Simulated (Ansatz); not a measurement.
# One shape, several levels: doublet [CH5BO2]+

Wanted: a comparison of 6 runs (UHF/3-21G, UHF/cc-pVDZ, U-r2SCAN/cc-pVDZ, UPBE0/cc-pVDZ, RPA@PBE/cc-pVDZ, UCCSD(T)/cc-pVDZ) of doublet [CH5BO2]+. 

The results are computed with Ansatz 0.2.0.

70 further runs of the same task are left out: 70 set aside as unsound or not needed.

**1. The structure to begin with**

The species is [CH5BO2]+ (9 atoms), meant as a doublet with charge +1. SMILES of the parent species: `COBO`. The coordinates come from a PBE0-D4/def2-TZVP relaxation. This is one conformer, not always the lowest. That shape belongs to the parent species and isn't relaxed for this state.

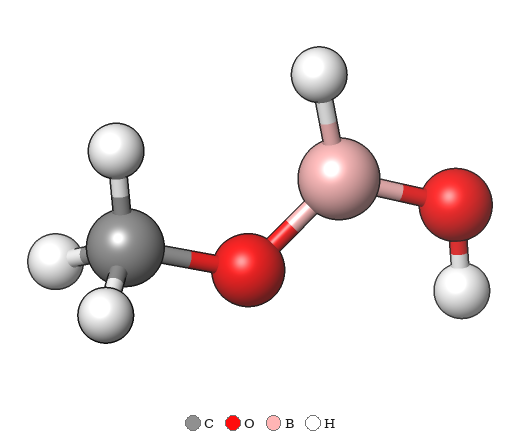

The structure, seen from a chosen angle (carbon grey, oxygen red, boron pink, hydrogen white).

**2. The energy at UHF/3-21G (run 1)**

The input, input.yaml:

```yaml
crystal:
  periodic: [false, false, false]
  atoms:
    - {symbol: C, position_ang: [0.281800, 0.801900, -1.057400]}
    - {symbol: O, position_ang: [-0.113500, 0.454800, 0.251000]}
    - {symbol: B, position_ang: [-0.134900, -0.834100, 0.671600]}
    - {symbol: O, position_ang: [-0.524600, -1.118500, 1.938500]}
    - {symbol: H, position_ang: [0.568100, -0.079800, -1.637600]}
    - {symbol: H, position_ang: [1.131400, 1.486400, -1.006200]}
    - {symbol: H, position_ang: [-0.544800, 1.307500, -1.561700]}
    - {symbol: H, position_ang: [0.183900, -1.738400, -0.047600]}
    - {symbol: H, position_ang: [-0.758900, -0.326300, 2.432200]}
basis:
  gaussian: {orbitals: 3-21G.json}
output: {orbitals: {seedname: orbitals}}
hamiltonian: {xc: hf}
total_charge: 1
accuracy: high
magnetization: {spin_polarized: true, initial_magnetization: 1}
```

The basis set 3-21G is read from a file made from the Basis Set Exchange's data (not shown).

On the command line:

```
ansatz run input.yaml --threads 1 --pin off --max-ram 3480MiB --events-out events.jsonl --progress --plain --runs-dir runs
```

The program printed:

```text
Warning: RAYON_NUM_THREADS=1 ignored (pool sized by the plan → 1); use --threads N
Functional definition: HF
  name "HF"
  exchange = exact_x
  correlation = 0
1036 factors; integrals over basis functions are off by at most 7.1e-9 eV
mean field evaluation 1: about -5809.0373 eV, gradient 3.5e1 eV
mean field evaluation 2: about -5809.3394 eV, gradient 3.5e1 eV
mean field evaluation 4: about -5814.7956 eV, gradient 4.2e0 eV
mean field evaluation 8: about -5815.5307 eV, gradient 8.6e-1 eV
mean field evaluation 16: about -5815.5499 eV, gradient 2.3e-4 eV
mean field evaluation 32: about -5815.3476 eV, gradient 5.7e-1 eV
mean field evaluation 64: about -5815.0132 eV, gradient 3.1e-1 eV
mean field evaluation 96: about -5814.0429 eV, gradient 9.5e-1 eV
mean field evaluation 128: about -5815.5486 eV, gradient 2.9e-1 eV
mean field -5815.54993571 eV, -213.7175182160 hartree, gradient 3.0e-8 eV, S^2 0.782319; 3 other end points of the search recorded, 0 dependent functions left out
reference -5815.54993571 eV, -213.7175182160 hartree; 16, 15 occupied and 30, 31 virtual orbitals, 1036 factors
Total energy: -5815.54993571 eV, -213.7175182160 hartree
```

Wall time 1.3 s (1 thread of Arm Neoverse V2, shared host); peak memory 0.11 GiB.

**3. A single-point energy at UHF/cc-pVDZ (run 2)**

The input, job.yaml:

```yaml
crystal:
  periodic: [false, false, false]
  atoms:
    - {symbol: C, position_ang: [0.281800, 0.801900, -1.057400]}
    - {symbol: O, position_ang: [-0.113500, 0.454800, 0.251000]}
    - {symbol: B, position_ang: [-0.134900, -0.834100, 0.671600]}
    - {symbol: O, position_ang: [-0.524600, -1.118500, 1.938500]}
    - {symbol: H, position_ang: [0.568100, -0.079800, -1.637600]}
    - {symbol: H, position_ang: [1.131400, 1.486400, -1.006200]}
    - {symbol: H, position_ang: [-0.544800, 1.307500, -1.561700]}
    - {symbol: H, position_ang: [0.183900, -1.738400, -0.047600]}
    - {symbol: H, position_ang: [-0.758900, -0.326300, 2.432200]}
basis:
  gaussian: {orbitals: cc-pVDZ}
total_charge: 1
output: {orbitals: {seedname: orbitals}}
magnetization: {spin_polarized: true, initial_magnetization: 1}
accuracy: high
hamiltonian: {xc: hf}
```

On the command line:

```
ansatz run job.yaml --threads 1 --pin off --max-ram 3480MiB --events-out events.jsonl --progress --plain --runs-dir runs
```

The program printed:

```text
Warning: RAYON_NUM_THREADS=1 ignored (pool sized by the plan → 1); use --threads N
Functional definition: HF
  name "HF"
  exchange = exact_x
  correlation = 0
1901 factors; integrals over basis functions are off by at most 5.7e-9 eV
mean field evaluation 1: about -5840.8628 eV, gradient 3.8e1 eV
mean field evaluation 2: about -5840.9964 eV, gradient 3.8e1 eV
mean field evaluation 4: about -5847.4203 eV, gradient 4.2e0 eV
mean field evaluation 8: about -5848.2228 eV, gradient 4.6e-1 eV
mean field evaluation 16: about -5848.2359 eV, gradient 5.4e-6 eV
mean field evaluation 32: about -5848.1493 eV, gradient 5.4e-1 eV
mean field evaluation 64: about -5847.6402 eV, gradient 6.2e-1 eV
mean field evaluation 96: about -5847.6930 eV, gradient 5.7e-1 eV
mean field -5848.23592614 eV, -214.9187062089 hartree, gradient 4.5e-8 eV, S^2 0.771996; 2 other end points of the search recorded, 0 dependent functions left out
reference -5848.23592614 eV, -214.9187062089 hartree; 16, 15 occupied and 65, 66 virtual orbitals, 1901 factors
Total energy: -5848.23592614 eV, -214.9187062089 hartree
```

It took 4.8 s on 1 thread of Arm Neoverse V2, shared host; peak memory 0.28 GiB.

Runs 3 to 5 aren't shown in full; the table further down has their settings and results.

**4. The energy at UCCSD(T)/cc-pVDZ (run 6)**

The input, run.yaml:

```yaml
crystal:
  periodic: [false, false, false]
  atoms:
    - {symbol: C, position_ang: [0.281800, 0.801900, -1.057400]}
    - {symbol: O, position_ang: [-0.113500, 0.454800, 0.251000]}
    - {symbol: B, position_ang: [-0.134900, -0.834100, 0.671600]}
    - {symbol: O, position_ang: [-0.524600, -1.118500, 1.938500]}
    - {symbol: H, position_ang: [0.568100, -0.079800, -1.637600]}
    - {symbol: H, position_ang: [1.131400, 1.486400, -1.006200]}
    - {symbol: H, position_ang: [-0.544800, 1.307500, -1.561700]}
    - {symbol: H, position_ang: [0.183900, -1.738400, -0.047600]}
    - {symbol: H, position_ang: [-0.758900, -0.326300, 2.432200]}
basis:
  gaussian:
    orbitals: cc-pVDZ
total_charge: 1
magnetization:
  spin_polarized: true
  initial_magnetization: 1
correlation:
  method: ccsd_t
  frozen_orbitals: {B: 1, C: 1, H: 0, O: 1}
accuracy: high
scf:
  omitted_lower_state_checks: [cluster_reference, increment]
```

On the command line:

```
ansatz run run.yaml --threads 1 --pin off --max-ram 3480MiB --events-out events.jsonl --progress --plain --runs-dir runs
```

The program printed:

```text
Warning: RAYON_NUM_THREADS=1 ignored (pool sized by the plan → 1); use --threads N
[... 14 lines left out ...]
4 core orbitals not correlated: weight in the atoms' cores, before any rotation towards them, 1.000 or more for the frozen orbitals, at most 0.000 for the correlated occupied ones
[... 40 lines left out ...]
Total energy: -5865.21102890 eV, -215.5425297291 hartree
Checks for a lower state left out: cluster_reference, increment
```

It took 82 s on 1 thread of Arm Neoverse V2, shared host; peak memory 0.88 GiB.

**5. Overview of the runs**

| run | level | frozen core orbitals | energy (Eh) | HOMO energy (eV) | LUMO energy (eV) | ⟨S²⟩ | wall time |
| --- | --- | --- | --- | --- | --- | --- | --- |
| 1 | UHF/3-21G | – | -213.717518 | -19.51 | -8.26 | 0.782 | 1.3 s |
| 2 | UHF/cc-pVDZ | – | -214.918706 | -19.74 | -8.12 | 0.772 | 4.8 s |
| 3 | U-r2SCAN/cc-pVDZ | – | -216.000670 | -14.72 | -14.00 | 0.762 | 25 s |
| 4 | UPBE0/cc-pVDZ | – | -215.865239 | -16.02 | -13.23 | 0.767 | 17 s |
| 5 | RPA@PBE/cc-pVDZ | 4 | -215.813800 | – | – | 0.755 | 29 s |
| 6 | UCCSD(T)/cc-pVDZ | 4 | -215.542530 | – | – | 0.772 | 82 s |

**6. Summary of results**

```
                                          quantity          value
                               run 6: total energy  -215.54253 Eh
run 6: correlation energy (4 core orbitals frozen)     -623.8 mEh
                             run 6: (T) correction     -17.31 mEh
          run 6: ⟨S²⟩ of the reference determinant          0.772
                              run 6: T1 diagnostic          0.042
```

What this shows: Totals of different functionals can't be ranked against each other. All runs together took 2.6 min, the longest 82 s.
